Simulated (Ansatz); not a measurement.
# WS2 monolayer (2H): from the cell to its phonons

Wanted: phonon frequencies of WS2 monolayer (2H) and what follows from them.

Method: DFT PBEsol, scalar-relativistic, plane waves, PAW; PAW set soft_1, in Ansatz 0.2.0.

## (1) The structure

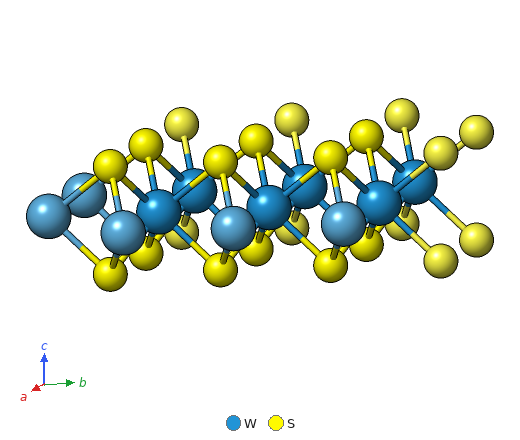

The starting structure, seen slightly off an axis (tungsten blue, sulfur yellow). 2×3×1 cells are drawn. Some periodic images of atoms are drawn too.

The cell holds 3 atoms: 1 W and 2 S. Cell: a = 3.170 Å, b = 3.170 Å, c = 20.000 Å, α = 90.0°, β = 90.0°, γ = 120.0°. It derives from WS2. Vacuum lies along c.

## (2) Bringing the structure to rest

Harmonic phonons are second derivatives at a point where the forces vanish, and they are wanted at zero stress, so atoms and cell are relaxed first.

The program solves this slab on a cell height of its own, 30.0 Å, in place of the one typed.

input.yaml

```yaml
crystal:
  lattice:
    - [3.17, 0.0, 0.0]
    - [-1.585, 2.7453, 0.0]
    - [0.0, 0.0, 20.0]
  atoms:
    - { symbol: W, position: [0.333333, 0.666667, 0.5] }
    - { symbol: S, position: [0.666667, 0.333333, 0.5775] }
    - { symbol: S, position: [0.666667, 0.333333, 0.4225] }
  periodic: [true, true, false]
kpoints:
  mp_grid: { grid: [12, 12, 1] }
hamiltonian:
  xc: pbesol
  pseudopotentials: { kind: paw, azcp: { folder: soft_1 }, xc_functional: pbe }
scf:
  occupations: { method: gaussian, width: 0.02 }
output:
  forces: true
  stress: true
  eigenvalues: true
  write_density: true
  write_potential: true
  elf: true
  volumetric_format: npy
relax:
  adjacent_minimum: "off"
  f_tol: 0.005
  max_steps: 80
  cell: { stress_2d_tol: 0.02 }
```

Launch:

```bash
$ ansatz run input.yaml --threads 4 --pin off --max-ram 16384MiB --backend cpu --events-out ev --progress --plain --runs-dir out
```

Numbers of over 12 decimals in the logs are rounded to 6 here.

The program printed:

```text
Warning: crystal.periodic: the lattice vector that does not repeat stood 0.000° off the slab's normal, 20.000 Å along it as the deck builds it. The run solves the slab on a vector along the normal, 30.000 Å long, with every atom where it was (on the deck's vector they left 16.90 Å outside them, and the widest stretch free of ions among them is 1.55 Å). A fractional position that the run reports is one of the run's ce [...]
Warning: the atoms were moved onto the symmetric positions of the space group found under crystal.symmetry.tolerance 1.0e-5 (fractional; no operation is sought that the atoms, as they stand in a round, miss by more than twice it, and no atom is moved by as much as it), and the run uses the moved positions. Before a round's move an operation carried an atom to 4.23e-6 Å from where it should land, the largest such dist [...]
crystal.periodic: the lattice vector that does not repeat stood 0.000° off the slab's normal, 20.000 Å along it as the deck builds it. The run solves the slab on a vector along the normal, 30.000 Å long, with every atom where it was (on the deck's vector they left 16.90 Å outside them, and the widest stretch free of ions among them is 1.55 Å). A fractional position that the run reports is one of the run's cell, which [...]
Engine: ansatz 0.2.0, aarch64-unknown-linux-gnu
Pseudopotentials: kind: paw
Pseudopotential: W, paw, valence charge 14, recommended cutoff 420 eV (normal), soft_1/W.paw.azcp
Pseudopotential: S, paw, valence charge 6, recommended cutoff 420 eV (normal), soft_1/S.paw.azcp
Functional definition: PBEsol
  exchange = pbesol_x
  correlation = pbesol_c
Crystal: 3 atoms, lattice volume = 261.078 Å³
Basis set: ecut = 420 eV, 5057 PW (Γ), exchange–correlation on 48×48×432 points (8 copies of the dense FFT grid, shifted against one another)
Bands: 17, of which v1, the nominal top of the filled ones, is band 13 counted from 1 (12 counted from 0)
Symmetry: 12 space group operations
Space group: P-6m2 (ITA 187), of the structure as read, at distance tolerance 6.4e-5 Å
k-points: 19 of 144 (time reversal used)
Non-local potential: W, projectors of the file, l = 0: 3, l = 1: 2, l = 2: 2, l = 3: 1
Non-local potential: S, projectors of the file, l = 0: 2, l = 1: 2, l = 2: 1
PAW form: soft (Blöchl's): semilocal exchange-correlation on the pseudo side does not see the compensation charge
PAW frozen core: W, regenerated for the run's functional, and the local potential with it (the file was generated under x = pbe(κ = 0.804, μ = 0.219515), c = pbe(β = 0.066725))
PAW frozen core: S, regenerated for the run's functional, and the local potential with it (the file was generated under x = pbe(κ = 0.804, μ = 0.219515), c = pbe(β = 0.066725))
PAW one-centre angular grid: W, 590 points (default); XC on 64 Gauss nodes
PAW one-centre angular grid: S, 110 points (default); XC on 64 Gauss nodes
Initial density: superposition of atomic densities (neutral atoms: chi_scale 0, normalization atom)
Initial wavefunctions: pseudopotential atomic-orbital guess
Functional: x = pbesol(κ = 0.804, μ = 0.123457), c = pbesol(β = 0.046)
SCF iter   1: F=—  HF=-12030.494243 eV  |F-HF|=—  |Δ(HF+E_count)|=         —  Δρ=2.06e-2  dr2=1.27e0  ethr=3.10e-3  ⟨swp⟩=19.1  Hψ=3919  notcnv=0
preconditioner: auto → none  [insulator: Δε(μ)=1.611 eV  Ē_g=9.109 eV  σ=0.020 eV  W_gap=1.00  n_scr=16 (ndim 8)  ℏωp=9.8 eV  f_vac=0.761  D(μ)=0.00/eV (n_scr^D=0)  ε∞_Penn≈2.1]
SCF iter   2: F=—  HF=-12030.089994 eV  |F-HF|=—  |Δ(HF+E_count)|=   4.04e-1  Δρ=8.16e-3  dr2=9.95e-2  ethr=3.10e-3  ⟨swp⟩=4.7  Hψ=1008  notcnv=0
SCF iter   3: F=—  HF=-12030.071983 eV  |F-HF|=—  |Δ(HF+E_count)|=   1.80e-2  Δρ=4.15e-3  dr2=5.23e-2  ethr=3.83e-4  ⟨swp⟩=3.4  Hψ=784  notcnv=0
SCF iter   4: F=—  HF=-12030.085056 eV  |F-HF|=—  |Δ(HF+E_count)|=   1.31e-2  Δρ=3.65e-3  dr2=1.35e-1  ethr=2.01e-4  ⟨swp⟩=4.8  Hψ=871  notcnv=0  recentre
SCF iter   5: F=—  HF=-12030.063024 eV  |F-HF|=—  |Δ(HF+E_count)|=   2.20e-2  Δρ=9.83e-4  dr2=2.47e-3  ethr=2.01e-4  ⟨swp⟩=4.5  Hψ=812  notcnv=0
SCF iter   6: F=—  HF=-12030.062899 eV  |F-HF|=—  |Δ(HF+E_count)|=   1.25e-4  Δρ=1.90e-4  dr2=2.13e-4  ethr=9.48e-6  ⟨swp⟩=3.5  Hψ=737  notcnv=0
SCF iter   7: F=—  HF=-12030.062868 eV  |F-HF|=—  |Δ(HF+E_count)|=   3.13e-5  Δρ=5.68e-5  dr2=1.40e-5  ethr=8.18e-7  ⟨swp⟩=2.8  Hψ=622  notcnv=0
SCF iter   8: F=—  HF=-12030.062859 eV  |F-HF|=—  |Δ(HF+E_count)|=   8.32e-6  Δρ=6.85e-6  dr2=1.07e-7  ethr=3.85e-10  ⟨swp⟩=21.1  Hψ=4682  notcnv=0
SCF iter   9: F=-12030.062859 eV  HF=-12030.062859 eV  |F-HF|=1.57e-8  |Δ(HF+E_count)|=   2.05e-8  Δρ=2.27e-6  dr2=2.03e-8  ethr=3.85e-10  ⟨swp⟩=13.3  Hψ=2770  notcnv=0
SCF 1 converged in 9 iterations: F = -12030.062859 eV  dr2 = 2.03e-8
  greatest PAW one-centre occupation: 0.999 electrons in one spin orbital (limit 2), on the W atom at site 0 (counted from 0), in its partial waves of l = 0
relax step   1: F+E_penalty+E_count = -12030.06285940 eV  Δ(F+E_penalty+E_count) = +0.000e0 eV  max|allowed force component| = 1.663e-1 eV/Å  Δτ_max = 0.0000 Å  P = -1.036 N/m  Ω = 261.078 Å³  fix = [c, alpha, beta]  reactions: c -0.000 N/m  (9 SCF iters, dr2 threshold 1.00e-7 eV, accepted)
Crystal: 3 atoms, lattice volume = 254.493 Å³
Basis set: ecut = 420 eV, 4925 PW (Γ), exchange–correlation on 48×48×432 points (8 copies of the dense FFT grid, shifted against one another)
Initial density: handed on by an earlier stage of this run
Initial wavefunctions: those handed on with the density
iter 1 solved again at ethr=1.94e-5 eV; its pass at ethr=3.10e-3 eV (dr2=5.03e-3 eV) is discarded
SCF iter   1: F=—  HF=-12030.066981 eV  |F-HF|=—  |Δ(HF+E_count)|=         —  Δρ=1.23e-3  dr2=5.34e-3  ethr=1.94e-5  ⟨swp⟩=4.4  Hψ=3888  notcnv=0
preconditioner: auto → none  [insulator: Δε(μ)=1.969 eV  Ē_g=8.855 eV  σ=0.020 eV  W_gap=1.00  n_scr=16 (ndim 8)  ℏωp=9.9 eV  f_vac=0.764  D(μ)=0.00/eV (n_scr^D=0)  ε∞_Penn≈2.2]
SCF iter   2: F=—  HF=-12030.066417 eV  |F-HF|=—  |Δ(HF+E_count)|=   5.63e-4  Δρ=9.06e-4  dr2=6.14e-3  ethr=1.94e-5  ⟨swp⟩=3.7  Hψ=734  notcnv=0
SCF iter   3: F=—  HF=-12030.065819 eV  |F-HF|=—  |Δ(HF+E_count)|=   5.99e-4  Δρ=5.51e-4  dr2=2.20e-3  ethr=1.94e-5  ⟨swp⟩=3.8  Hψ=745  notcnv=0
SCF iter   4: F=—  HF=-12030.065499 eV  |F-HF|=—  |Δ(HF+E_count)|=   3.19e-4  Δρ=2.78e-4  dr2=4.53e-4  ethr=8.46e-6  ⟨swp⟩=1.5  Hψ=373  notcnv=0
SCF iter   5: F=—  HF=-12030.065465 eV  |F-HF|=—  |Δ(HF+E_count)|=   3.42e-5  Δρ=6.42e-5  dr2=7.00e-6  ethr=1.74e-6  ⟨swp⟩=3.0  Hψ=564  notcnv=0
SCF iter   6: F=—  HF=-12030.065467 eV  |F-HF|=—  |Δ(HF+E_count)|=   1.69e-6  Δρ=1.97e-5  dr2=1.26e-6  ethr=2.69e-8  ⟨swp⟩=3.7  Hψ=770  notcnv=0
SCF iter   7: F=-12030.065467 eV  HF=-12030.065467 eV  |F-HF|=1.50e-7  |Δ(HF+E_count)|=   9.51e-8  Δρ=7.06e-6  dr2=1.88e-7  ethr=1.15e-9  ⟨swp⟩=20.7  Hψ=3913  notcnv=0
SCF 2 converged in 7 iterations: F = -12030.065467 eV  dr2 = 1.88e-7
relax step   2: F+E_penalty+E_count = -12030.06546651 eV  Δ(F+E_penalty+E_count) = -2.607e-3 eV  max|allowed force component| = 2.153e-1 eV/Å  Δτ_max = 0.0334 Å  P = +0.503 N/m  Ω = 254.493 Å³  energy of the carried Pulay correction = +4.425e-4 eV  fix = [c, alpha, beta]  reactions: c +0.000 N/m  (7 SCF iters, dr2 threshold 3.00e-7 eV, accepted)
Crystal: 3 atoms, lattice volume = 257.223 Å³
Basis set: ecut = 420 eV, 4961 PW (Γ), exchange–correlation on 48×48×432 points (8 copies of the dense FFT grid, shifted against one another)
iter 1 solved again at ethr=4.11e-6 eV; its pass at ethr=3.10e-3 eV (dr2=1.07e-3 eV) is discarded
SCF iter   1: F=—  HF=-12030.070520 eV  |F-HF|=—  |Δ(HF+E_count)|=         —  Δρ=5.88e-4  dr2=9.46e-4  ethr=4.11e-6  ⟨swp⟩=4.5  Hψ=3742  notcnv=0
preconditioner: auto → none  [insulator: Δε(μ)=1.930 eV  Ē_g=8.848 eV  σ=0.020 eV  W_gap=1.00  n_scr=16 (ndim 8)  ℏωp=9.8 eV  f_vac=0.766  D(μ)=0.00/eV (n_scr^D=0)  ε∞_Penn≈2.2]
SCF iter   2: F=—  HF=-12030.070286 eV  |F-HF|=—  |Δ(HF+E_count)|=   2.35e-4  Δρ=2.96e-4  dr2=3.99e-4  ethr=3.64e-6  ⟨swp⟩=3.0  Hψ=545  notcnv=0
SCF iter   3: F=—  HF=-12030.070328 eV  |F-HF|=—  |Δ(HF+E_count)|=   4.20e-5  Δρ=2.68e-4  dr2=6.61e-4  ethr=1.53e-6  ⟨swp⟩=3.5  Hψ=670  notcnv=0
SCF iter   4: F=—  HF=-12030.070223 eV  |F-HF|=—  |Δ(HF+E_count)|=   1.04e-4  Δρ=9.08e-5  dr2=1.12e-5  ethr=1.53e-6  ⟨swp⟩=2.4  Hψ=478  notcnv=0
SCF iter   5: F=—  HF=-12030.070217 eV  |F-HF|=—  |Δ(HF+E_count)|=   6.33e-6  Δρ=1.98e-5  dr2=7.55e-7  ethr=4.31e-8  ⟨swp⟩=3.9  Hψ=799  notcnv=0
SCF iter   6: F=-12030.070217 eV  HF=-12030.070217 eV  |F-HF|=3.75e-8  |Δ(HF+E_count)|=   4.51e-8  Δρ=3.47e-6  dr2=4.77e-8  ethr=1.15e-9  ⟨swp⟩=20.6  Hψ=3968  notcnv=0
SCF 3 converged in 6 iterations: F = -12030.070217 eV  dr2 = 4.77e-8
relax step   3: F+E_penalty+E_count = -12030.07021692 eV  Δ(F+E_penalty+E_count) = -4.750e-3 eV  max|allowed force component| = 9.977e-3 eV/Å  Δτ_max = 0.0163 Å  P = -0.058 N/m  Ω = 257.223 Å³  energy of the carried Pulay correction = +2.578e-4 eV  fix = [c, alpha, beta]  reactions: c -0.000 N/m  (6 SCF iters, dr2 threshold 3.00e-7 eV, accepted)
[...]
relax step   4: F+E_penalty+E_count = -12030.07023152 eV  Δ(F+E_penalty+E_count) = -1.460e-5 eV  max|allowed force component| = 1.140e-3 eV/Å  Δτ_max = 0.0002 Å  P = -0.007 N/m  Ω = 257.135 Å³  energy of the carried Pulay correction = +2.637e-4 eV  fix = [c, alpha, beta]  reactions: c -0.000 N/m  (5 SCF iters, dr2 threshold 6.22e-9 eV, accepted)
Initial wavefunctions: pseudopotential atomic-orbital guess (no wavefunctions were taken with the density)
iter 1 solved again at ethr=4.18e-7 eV; its pass at ethr=3.10e-3 eV (dr2=1.09e-4 eV) is discarded
SCF iter   1: F=—  HF=-12030.069994 eV  |F-HF|=—  |Δ(HF+E_count)|=         —  Δρ=1.16e-5  dr2=5.29e-8  ethr=4.18e-7  ⟨swp⟩=6.6  Hψ=5452  notcnv=0
eigensolver tolerance schedule: the retry pair's looser diagonalisation over-reported the residual by 2055.26 of it (diagonalisation noise at 0.38 of the residual, at the tolerance the schedule requests for it); recorded, not acted on — ethr = c·dr2/N_el stays at c = 1.0e-1
preconditioner: auto → none  [insulator: Δε(μ)=1.937 eV  Ē_g=8.854 eV  σ=0.020 eV  W_gap=1.00  n_scr=16 (ndim 8)  ℏωp=9.8 eV  f_vac=0.766  D(μ)=0.00/eV (n_scr^D=0)  ε∞_Penn≈2.2]
SCF iter   2: F=—  HF=-12030.069988 eV  |F-HF|=—  |Δ(HF+E_count)|=   5.81e-6  Δρ=5.85e-6  dr2=3.74e-8  ethr=2.03e-10  ⟨swp⟩=5.9  Hψ=1191  notcnv=0
SCF iter   3: F=—  HF=-12030.069988 eV  |F-HF|=—  |Δ(HF+E_count)|=   2.04e-8  Δρ=4.00e-6  dr2=8.91e-8  ethr=1.44e-10  ⟨swp⟩=3.8  Hψ=728  notcnv=0  recentre
SCF iter   4: F=—  HF=-12030.069988 eV  |F-HF|=—  |Δ(HF+E_count)|=   1.04e-8  Δρ=1.17e-6  dr2=1.38e-9  ethr=1.44e-10  ⟨swp⟩=3.3  Hψ=569  notcnv=0
SCF iter   5: F=—  HF=-12030.069988 eV  |F-HF|=—  |Δ(HF+E_count)|=  5.66e-10  Δρ=2.69e-7  dr2=1.26e-10  ethr=5.32e-12  ⟨swp⟩=3.7  Hψ=744  notcnv=0
SCF iter   6: F=—  HF=-12030.069988 eV  |F-HF|=—  |Δ(HF+E_count)|=  2.73e-11  Δρ=8.39e-8  dr2=3.29e-11  ethr=1.00e-12  ⟨swp⟩=3.3  Hψ=627  notcnv=0
SCF iter   7: F=—  HF=-12030.069988 eV  |F-HF|=—  |Δ(HF+E_count)|=  5.46e-12  Δρ=4.10e-8  dr2=1.07e-11  ethr=1.00e-12  ⟨swp⟩=1.2  Hψ=342  notcnv=0
SCF iter   8: F=-12030.069988 eV  HF=-12030.069988 eV  |F-HF|=5.46e-12  |Δ(HF+E_count)|=  2.00e-11  Δρ=1.17e-8  dr2=2.29e-13  ethr=1.00e-12  ⟨swp⟩=10.7  Hψ=2464  notcnv=0
SCF 5 converged in 8 iterations: F = -12030.069988 eV  dr2 = 2.29e-13
relax step   5: F+E_penalty+E_count = -12030.06998814 eV  Δ(F+E_penalty+E_count) = +2.434e-4 eV  max|allowed force component| = 1.033e-3 eV/Å  Δτ_max = 0.0000 Å  P = -0.010 N/m  Ω = 257.135 Å³  fix = [c, alpha, beta]  reactions: c -0.000 N/m  stress off target by 9.65e-3 N/m on what of the cell is left free  SCF on the basis re-selected at this cell (its energy is not comparable with the rows above)  (8 SCF iters)
basis re-selected at this cell: Δ(F+E_penalty+E_count) = +2.434e-4 eV, ΔP = -0.002 N/m vs the last step (what re-selecting the basis moved, of the pressure what is left beyond the Pulay correction that the steps carried, after the strain that the cell walked since its last selection, with what the two solves' SCF thresholds leave and, on support functions, any second-order correction that the steps lacked; it is no m [...]
WARN: The input density's exchange-correlation potential varies sharply where the density is thin. Do not read a vacuum level from v_tot or v_xc, or from such a field of the output density. On a cell that repeats whose density bears no net charge and no dipole along the vacuum's axis use v_es (v_loc + v_h of the components); under efield.dipole_correction with no amplitude use v_es + v_field, which holds any external [...]
SCF converged after 8 iterations
Free energy (F): -12030.069988 eV
Harris-Foulkes:  -12030.069988 eV  (|F-HF|=5.46e-12)
Internal energy: -12030.069988 eV  (E = F + TS)
E sigma→0 (E₀):  -12030.069988 eV
Fermi energy:    -4.770369 eV
--- Per-component energies (eV) ---
  E_band       = -623.223908
  E_kinetic    = 634.938724
  E_local      = -44839.213752  (includes V_loc(G=0)·N_el)
  E_nonlocal   = 46.825636
  E_hartree    = 22057.555980
  E_xc         = -442.731191
  E_vxc        = -397.333916  (∫ρ·V_xc dr)
  E_paw        = -9635.711895  (= ΣΔE_a)
  E_vpaw       = -183.552683  (= ΣTr[D̂ρ^β])
  E_aug_tail   = 0.000155  (compensation charges beyond the density's cutoff)
  E_ewald      = 20147.920599
  E_core_change = 0.345757  (= ΣΔE_core)
  E_smearing   = -0.000000  (= −TS)
  E_closure    = 0.000000  (closes the sum)
  Σ components = -12030.069988   (vs F -12030.069988, Δ=0.00e0)
--- Forces (eV/Å), atoms counted from 1 ---
  atom   1  W      0.00000000     0.00000000     0.00000000
  atom   2  S      0.00000000    -0.00000000    -0.00103308
  atom   3  S     -0.00000000    -0.00000000     0.00103308
  max |Σ_I F_I| component: 1.05e-16 eV/Å
--- 2D stress c σ (N/m, compression-positive) ---
       -0.009650      -0.000000      -0.000000
        0.000000      -0.009650       0.000000
       -0.000000       0.000000      -0.000000
  P = ½ c Tr σ = -0.0096 N/m
--- Band table (eV; the first three rows and the last of 19) ---
  k-point 0: bands = [... 9 lower, -7.9205, -7.3088, -7.3088, -5.8637, -2.7486, -2.7486, -2.5713, -2.5713]
  k-point 1: bands = [... 9 lower, -8.3142, -7.4982, -7.1241, -5.9127, -2.8842, -2.8596, -2.6820, -2.5247]
  k-point 2: bands = [... 9 lower, -8.1451, -7.9377, -7.1266, -6.1593, -3.3431, -2.9197, -2.8546, -2.0145]
  k-point 18: bands = [... 9 lower, -9.6374, -9.0469, -8.1387, -5.7387, -3.8021, -2.4333, -1.5719, 0.0298]
--- Relaxed structure (4 steps of the walk, 4 accepted, 1 SCFs on fresh bases) ---
  F+E_penalty+E_count = -12030.06998814 eV   max|allowed force component| = 1.033e-3 eV/Å   (the final SCF, on the basis selected at the relaxed cell)
  cell:  # Å, volume = 257.1350 Å³
    - [3.145970, 0, 0]
    - [-1.572985, 2.724490, 0]
    - [0, 0, 30.0]
  atoms:
    - { symbol: W, position: [0.333333, 0.666667, 0.333333] }
    - { symbol: S, position: [0.666667, 0.333333, 0.385562] }
    - { symbol: S, position: [0.666667, 0.333333, 0.281104] }
```

It took 17 s on 4 threads of Arm Neoverse V1, shared host; peak memory 0.55 GiB; 65 s of CPU time.

Relaxation path:

```tsv
step	energy less that of the first step (eV)	largest force component (eV/Å)	volume (Å³)
1	0.0000	0.1663	261.08
2	-0.0026	0.2153	254.49
3	-0.0074	0.0100	257.22
4	-0.0074	0.0011	257.13
5*	-0.0071	0.0010	257.13
```

Relaxation steps marked * repeat the geometry before them on a plane-wave basis chosen anew for their cell, so energy and pressure can jump there.

Forces are held to the 12 operations that the run works with; a distortion that breaks them can't arise in this run.

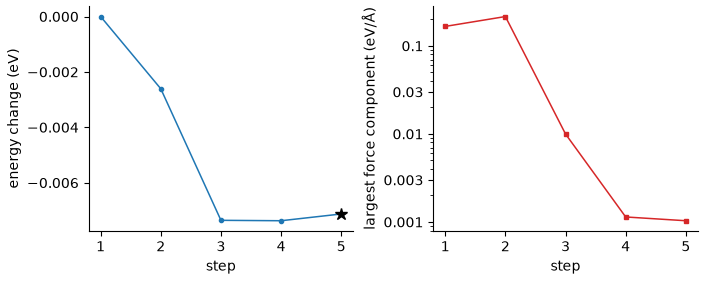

Energy and largest force along the relaxation. Stars mark steps on a basis chosen anew.

```tsv
cell as run	before	after	change
a (Å)	3.170	3.146	-0.8 %
b (Å)	3.170	3.146	-0.8 %
```

The atoms that moved most (Å, along periodic axes as changes of fractional coordinates times the final cell, across vacuum about the mean position):

```tsv
atom	dx	dy	dz	length
S2	0.000	0.000	0.017	0.017
S3	0.000	0.000	-0.017	0.017
```

Final coordinates:

```cif
data_structure
_symmetry_space_group_name_H-M 'P 1'
_symmetry_Int_Tables_number 1
_cell_length_a 3.1460
_cell_length_b 3.1460
_cell_length_c 30.0000
_cell_angle_alpha 90.000
_cell_angle_beta 90.000
_cell_angle_gamma 120.000
_cell_volume 257.13
loop_
_atom_site_label
_atom_site_type_symbol
_atom_site_fract_x
_atom_site_fract_y
_atom_site_fract_z
_atom_site_occupancy
W1 W 0.33333 0.66667 0.33333 1
S2 S 0.66667 0.33333 0.38556 1
S3 S 0.66667 0.33333 0.28110 1
```

Numbers from this step:

```
gap on the k-mesh  : 1.937 eV
direct gap on mesh : 1.937 eV
area per atom      : 2.857 Å²
```

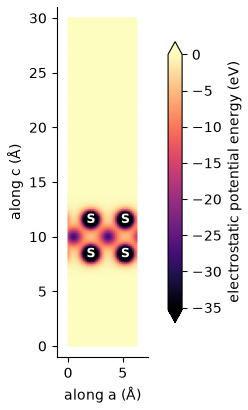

Electrostatic potential energy in the ac plane at fractional y = 0.333, with atoms of S within 0.2 Å of it. With pseudopotentials it is smooth inside the atoms' cores, unlike the true potential.

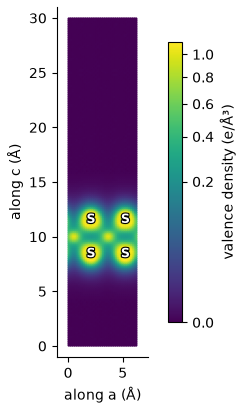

Valence density in the ac plane at fractional y = 0.333, with atoms of S within 0.2 Å of it. It is the smooth field of the valence electrons, not physical close to the nuclei. The colour scale is stretched toward low values.

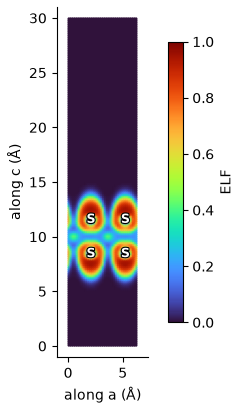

ELF in the ac plane at fractional y = 0.333, with atoms of S within 0.2 Å of it. It is the smooth field of the valence electrons, not physical close to the nuclei.

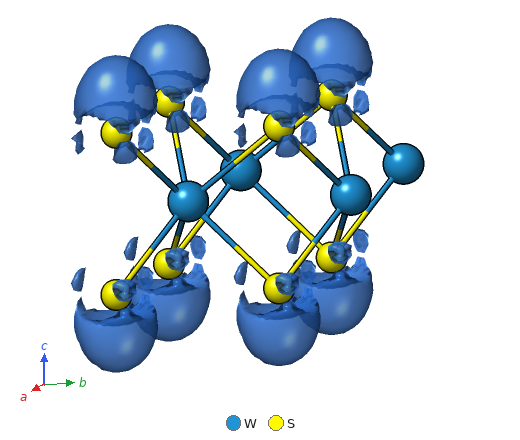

Surface of ELF = 0.85. 2×2×1 cells are drawn.

The relaxation ends with a largest force component of 0.0010 eV/Å.

[end of part 1 of 3]

[Logs are printed without paths, hosts, clocks, repeated set-up lines and the standing remarks that a program may print on its own settings, such as how far it seeks lower states.]

[Hosts, paths, dates, database ids (printed as entryN), source tags and the programs' standing remarks are cut or masked in the printed files.]
